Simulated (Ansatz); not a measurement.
Take BaTiO₃ in the cubic perovskite structure (space group Pm-3m, No. 221; a = 3.994 Å) as the base.

One thing is altered: a fraction x = 0.5 of the Ba sites is given to Sr, ordered in a cell of 10 atoms (starting symmetry P4/mmm) and fully relaxed.

The values are results of r2SCAN, PAW, 500 eV (Ansatz, a program for electronic structure; no SOC), not measurements.

The zone is the changed cell's own and can be folded.

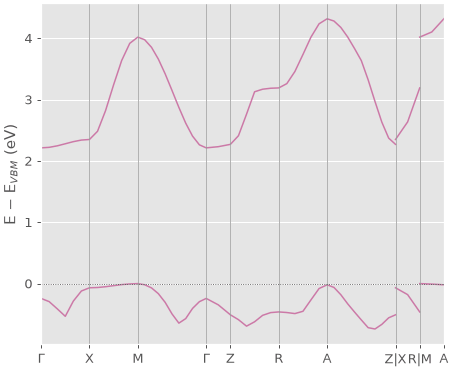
Highest valence and lowest conduction band along the path of the changed cell's own zone

Question: Read the changed gap and its character from the plot.

Answer: About 2.2 eV, indirect, M → Γ.

Each cell is one ordered arrangement of few atoms, which overstates ordering effects compared with a random alloy. Stability against distortions was not tested. All final runs are without spin polarisation. Many cubic perovskites are stable only at high temperature; tilts and polar distortions were not tested. This is not the structure that BaTiO3 has at room temperature and ambient pressure. k-point labels follow each cell's own Brillouin zone.
